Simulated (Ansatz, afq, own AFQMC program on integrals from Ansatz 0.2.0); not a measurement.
# GeH₂ (triplet): AFQMC on the coupled-cluster ladder at distance Ge1–H2 = 1.701 Å, cc-pVDZ

Aim: compute GeH₂ (triplet) with auxiliary-field quantum Monte Carlo on the same integrals as coupled cluster, and set the energies side by side.

The runs use Ansatz 0.2.0, Gaussian basis, and an in-house AFQMC program (afq) on its integrals; all values are calculated; cc-pVDZ, frozen cores.

The runs, in order: Full CI; PBE (unrestricted); r2SCAN (unrestricted); PBE0 (unrestricted); B3LYP (unrestricted); wB97M-V (unrestricted); B2PLYP (unrestricted); CCSD(T) on UHF; CCSDT(Q) on UHF; Phaseless AFQMC, CISD trial on UHF; Phaseless AFQMC, single-determinant trial on UHF; Free-projection AFQMC, CISD trial on UHF.

2 further runs of the same task are left out: 2 that didn't finish.

**1. The geometry**

The geometry derives from a PBE0/def2-TZVP stationary point (not a proven minimum). One bond is set to the value named and the two fragments are kept rigid. No spin-orbit coupling is included. The filled d shell of Ge may be among the frozen orbitals whatever the setting's name suggests; the logs give the count.

3 atoms, charge 0, spin multiplicity 3.

Atoms are counted from 1 here; the program's logs count them from 0.

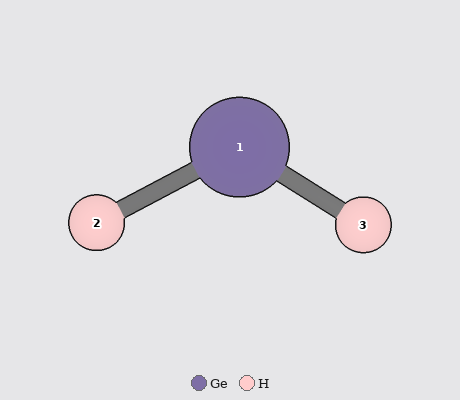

The structure; germanium purple, hydrogen pink; atoms are numbered from 1 in the order of the file.

**2. Full CI**

Input file in.yaml:

```yaml
crystal:
  periodic: [false, false, false]
  atoms:
    - {symbol: Ge, position_ang: [0.000000, -0.021869, 0.001877]}
    - {symbol: H, position_ang: [0.000000, 0.828135, -1.471518]}
    - {symbol: H, position_ang: [0.000000, 0.747950, 1.336278]}
basis:
  gaussian: {orbitals: cc-pVDZ}
magnetization: {spin_polarized: false, initial_magnetization: 2}
correlation: {method: fci, electrons: outside_noble_gas}
```

Run with:

```console
> ansatz run in.yaml --threads 1 --pin off --events-out ev --progress --plain --max-ram 1382MiB
```

Output:

```text
Functional definition: HF
  name "HF"
  cite "Fock, Z. Phys. 61, 126 (1930) doi:10.1007/BF01340294"
  parent pbe
  exchange = exact_x
  correlation = 0
705 factors; integrals over basis functions are off by at most 1.1e-7 eV
mean field evaluation 1: about -56501.6674 eV, gradient 6.9e0 eV
mean field evaluation 2: about -56501.6772 eV, gradient 6.9e0 eV
mean field evaluation 4: about -56502.2365 eV, gradient 7.9e-1 eV
mean field evaluation 8: about -56502.2455 eV, gradient 9.8e-4 eV
mean field -56502.24546384 eV, -2076.4192221985 hartree, gradient 2.3e-6 eV, S^2 2.000000; 0 other end points of the search recorded, 0 dependent functions left out
mean field evaluation 16: about -56502.2997 eV, gradient 3.4e-1 eV
14 core orbitals not correlated: weight in the atoms' cores, before any rotation towards them, 1.000 or more for the frozen orbitals, at most 0.000 for the correlated occupied ones
reference -56502.24546384 eV, -2076.4192221985 hartree; 4, 2 occupied and 19, 21 virtual orbitals, 705 factors
state -56504.86853003 eV, -2076.5156181032 hartree
Total energy: -56504.86853003 eV, -2076.5156181032 hartree
```

It took 4.3 s on 1 thread of Arm Neoverse V1, shared host.

From the report: 1,563,320 determinants, symmetry A''.

**3. PBE (unrestricted)**

in.yaml, as its differences from that of step 2:

```diff
@@ -8,3 +8,4 @@
   gaussian: {orbitals: cc-pVDZ}
-magnetization: {spin_polarized: false, initial_magnetization: 2}
-correlation: {method: fci, electrons: outside_noble_gas}
+magnetization: {spin_polarized: true, initial_magnetization: 2}
+hamiltonian: {xc: {name: PBE}}
+output: {orbitals: {seedname: orbitals}}
```

Launched as before.

Output:

```text
Functional definition: PBE
  name "PBE"
  cite "Perdew, Burke & Ernzerhof, Phys. Rev. Lett. 77, 3865 (1996) doi:10.1103/PhysRevLett.77.3865"
  parent pbe
  parameter kappa = 0.804
  parameter beta = 0.06672455060314922
  exchange = pbe_x(kappa = kappa, mu = beta*pi^2/3)
  correlation = pbe_c(beta = beta)
415 factors; integrals over basis functions are off by at most 1.2e-3 eV
mean field evaluation 1: about -56538.0478 eV, gradient 6.6e0 eV
mean field evaluation 2: about -56538.2247 eV, gradient 4.4e0 eV
mean field evaluation 4: about -56538.3973 eV, gradient 1.9e-1 eV
mean field evaluation 8: about -56538.3965 eV, gradient 6.4e-3 eV
mean field -56538.39648628 eV, -2077.7477477693 hartree, gradient 4.4e-5 eV, S^2 2.001347; 0 other end points of the search recorded, 0 dependent functions left out
reference -56538.39651590 eV, -2077.7477488579 hartree; 18, 16 occupied and 19, 21 virtual orbitals, 415 factors
Total energy: -56538.39651590 eV, -2077.7477488579 hartree
```

Wall time 0.82 s (1 thread of Arm Neoverse V1, shared host).

From the report: ⟨S²⟩ of the determinant 2.001 (pure triplet: 2.00).

**4. r2SCAN (unrestricted)**

in.yaml, as its differences from that of step 3:

```diff
@@ -9,3 +9,2 @@
 magnetization: {spin_polarized: true, initial_magnetization: 2}
-hamiltonian: {xc: {name: PBE}}
-output: {orbitals: {seedname: orbitals}}
+hamiltonian: {xc: {name: r2SCAN}}
```

Same command.

Output:

```text
Functional definition: r2SCAN
  name "r2SCAN"
  cite "Furness, Kaplan, Ning, Perdew & Sun, J. Phys. Chem. Lett. 11, 8208 (2020) doi:10.1021/acs.jpclett.0c02405"
  cite "Furness, Kaplan, Ning, Perdew & Sun, J. Phys. Chem. Lett. 11, 9248 (2020) doi:10.1021/acs.jpclett.0c03077"
  parent r2scan
  parameter k0 = 0.174
  parameter k1 = 0.065
  parameter a1 = 4.9479
  exchange = r2scan_x(k0 = k0, k1 = k1, a1 = a1)
  correlation = r2scan_c
415 factors; integrals over basis functions are off by at most 1.2e-3 eV
mean field evaluation 1: about -56546.5908 eV, gradient 5.4e0 eV
mean field evaluation 2: about -56546.7639 eV, gradient 2.9e0 eV
mean field evaluation 4: about -56546.8367 eV, gradient 1.7e-1 eV
mean field evaluation 8: about -56546.8377 eV, gradient 1.2e-2 eV
mean field evaluation 16: about -56546.8377 eV, gradient 3.9e-5 eV
mean field -56546.83769217 eV, -2078.0579563642 hartree, gradient 3.9e-5 eV, S^2 2.003184; 0 other end points of the search recorded, 0 dependent functions left out
reference -56546.83770152 eV, -2078.0579567077 hartree; 18, 16 occupied and 19, 21 virtual orbitals, 415 factors
Total energy: -56546.83770152 eV, -2078.0579567077 hartree
```

Run time: 1.8 s. Hardware: 1 thread of Arm Neoverse V1, shared host.

From the report: ⟨S²⟩ of the determinant 2.003 (pure triplet: 2.00).

**5. PBE0 (unrestricted)**

in.yaml, as its differences from that of step 4:

```diff
@@ -9,2 +9,3 @@
 magnetization: {spin_polarized: true, initial_magnetization: 2}
-hamiltonian: {xc: {name: r2SCAN}}
+hamiltonian: {xc: {name: PBE0}}
+output: {orbitals: {seedname: orbitals}}
```

Same command.

Output:

```text
Functional definition: PBE0
  name "PBE0"
  cite "Adamo & Barone, J. Chem. Phys. 110, 6158 (1999) doi:10.1063/1.478522"
  cite "Perdew, Burke & Ernzerhof, Phys. Rev. Lett. 77, 3865 (1996) doi:10.1103/PhysRevLett.77.3865"
  parent pbe
  parameter a = 0.25
  parameter kappa = 0.804
  parameter beta = 0.06672455060314922
  exchange = (1 - a)*pbe_x(kappa = kappa, mu = beta*pi^2/3) + a*exact_x
  correlation = pbe_c(beta = beta)
415 factors; integrals over basis functions are off by at most 1.2e-3 eV
mean field evaluation 1: about -56539.7680 eV, gradient 4.3e0 eV
mean field evaluation 2: about -56539.9117 eV, gradient 1.7e0 eV
mean field evaluation 4: about -56539.9398 eV, gradient 5.6e-1 eV
mean field evaluation 8: about -56539.9543 eV, gradient 1.7e-2 eV
mean field evaluation 16: about -56539.9543 eV, gradient 8.6e-5 eV
mean field -56539.95431927 eV, -2077.8049970755 hartree, gradient 8.6e-5 eV, S^2 2.001911; 0 other end points of the search recorded, 0 dependent functions left out
reference -56539.95434147 eV, -2077.8049978915 hartree; 18, 16 occupied and 19, 21 virtual orbitals, 415 factors
Total energy: -56539.95434147 eV, -2077.8049978915 hartree
```

Wall time 1 s (1 thread of Arm Neoverse V1, shared host).

From the report: ⟨S²⟩ of the determinant 2.002 (pure triplet: 2.00).

**6. B3LYP (unrestricted)**

in.yaml, as its differences from that of step 5:

```diff
@@ -9,3 +9,2 @@
 magnetization: {spin_polarized: true, initial_magnetization: 2}
-hamiltonian: {xc: {name: PBE0}}
-output: {orbitals: {seedname: orbitals}}
+hamiltonian: {xc: {name: B3LYP}}
```

Launched as before.

Output (excerpt; [...] marks lines left out):

```text
Functional definition: B3LYP
  name "B3LYP"
  cite "Stephens, Devlin, Chabalowski & Frisch, J. Phys. Chem. 98, 11623 (1994) doi:10.1021/j100096a001"
  cite "Becke, Phys. Rev. A 38, 3098 (1988) doi:10.1103/PhysRevA.38.3098"
  cite "Lee, Yang & Parr, Phys. Rev. B 37, 785 (1988) doi:10.1103/PhysRevB.37.785"
  cite "Vosko, Wilk & Nusair, Can. J. Phys. 58, 1200 (1980) doi:10.1139/p80-159"
[...]
415 factors; integrals over basis functions are off by at most 1.2e-3 eV
[...]
mean field -56548.44112341 eV, -2078.1168813753 hartree, gradient 7.9e-5 eV, S^2 2.001595; 0 other end points of the search recorded, 0 dependent functions left out
reference -56548.44131060 eV, -2078.1168882545 hartree; 18, 16 occupied and 19, 21 virtual orbitals, 415 factors
Total energy: -56548.44131060 eV, -2078.1168882545 hartree
```

Run time: 1.1 s. Hardware: 1 thread of Arm Neoverse V1, shared host.

From the report: ⟨S²⟩ of the determinant 2.002 (pure triplet: 2.00).

**7. wB97M-V (unrestricted)**

in.yaml, as its differences from that of step 6:

```diff
@@ -9,2 +9,3 @@
 magnetization: {spin_polarized: true, initial_magnetization: 2}
-hamiltonian: {xc: {name: B3LYP}}
+hamiltonian: {xc: {name: wB97M-V}}
+output: {orbitals: {seedname: orbitals}}
```

Launched as before.

Output (excerpt; [...] marks lines left out):

```text
Functional definition: wB97M-V
  name "wB97M-V"
  cite "Mardirossian & Head-Gordon, J. Chem. Phys. 144, 214110 (2016) doi:10.1063/1.4952647"
  cite "Becke, J. Chem. Phys. 107, 8554 (1997) doi:10.1063/1.475007"
  cite "Vydrov & Van Voorhis, J. Chem. Phys. 133, 244103 (2010) doi:10.1063/1.3521275"
  # Of w^i u^j: cxij and so on, Table III.
[...]
  gx(w, u) = 1 - cx + cx01*u + cx10*w
  gss(w, u) = css00 + css04*u^4 + css10*w + css20*w^2 + css43*w^4*u^3
  gos(w, u) = cos00 + cos10*w + (cos20 + cos21*u)*w^2 + (cos60 + cos61*u)*w^6
[...]
      + integral(e_c_pw_mod_opposite_spin*gos(b97_w_opposite, b97_u_opposite)) + vv10(b, c)
415 factors; integrals over basis functions are off by at most 1.2e-3 eV
122 factors; integrals over basis functions are off by at most 6.7e-6 eV
[...]
mean field -56543.67975988 eV, -2077.9419044930 hartree, gradient 4.7e-5 eV, S^2 2.001614; 0 other end points of the search recorded, 0 dependent functions left out
reference -56543.67978835 eV, -2077.9419055391 hartree; 18, 16 occupied and 19, 21 virtual orbitals, 415 factors
Total energy: -56543.67978835 eV, -2077.9419055391 hartree
```

Wall time 4.7 s (1 thread of Arm Neoverse V1, shared host).

From the report: ⟨S²⟩ of the determinant 2.002 (pure triplet: 2.00).

**8. B2PLYP (unrestricted)**

in.yaml, as its differences from that of step 7:

```diff
@@ -9,3 +9,3 @@
 magnetization: {spin_polarized: true, initial_magnetization: 2}
-hamiltonian: {xc: {name: wB97M-V}}
-output: {orbitals: {seedname: orbitals}}
+hamiltonian: {xc: {name: B2PLYP}}
+correlation: {electrons: outside_noble_gas}
```

Launched as before.

Output (excerpt; [...] marks lines left out):

```text
Functional definition: B2PLYP
  name "B2PLYP"
  cite "Grimme, J. Chem. Phys. 124, 034108 (2006) doi:10.1063/1.2148954"
  cite "Becke, Phys. Rev. A 38, 3098 (1988) doi:10.1103/PhysRevA.38.3098"
  cite "Lee, Yang & Parr, Phys. Rev. B 37, 785 (1988) doi:10.1103/PhysRevB.37.785"
[...]
415 factors; integrals over basis functions are off by at most 1.2e-3 eV
[...]
mean field -56534.93923830 eV, -2077.6206962494 hartree, gradient 9.8e-6 eV, S^2 2.003198; 0 other end points of the search recorded, 0 dependent functions left out
14 core orbitals not correlated: weight in the atoms' cores, before any rotation towards them, 0.999 or more for the frozen orbitals, at most 0.000 for the correlated occupied ones
reference -56534.93935752 eV, -2077.6207006307 hartree; 4, 2 occupied and 19, 21 virtual orbitals, 415 factors
second order -2.44862088 eV of doubles, -0.00000000 eV of singles
Total energy: -56535.60048516 eV, -2077.6449966233 hartree
```

It took 1.1 s on 1 thread of Arm Neoverse V1, shared host.

From the report: ⟨S²⟩ of the determinant 2.003 (pure triplet: 2.00).

[end of part 1 of 2]
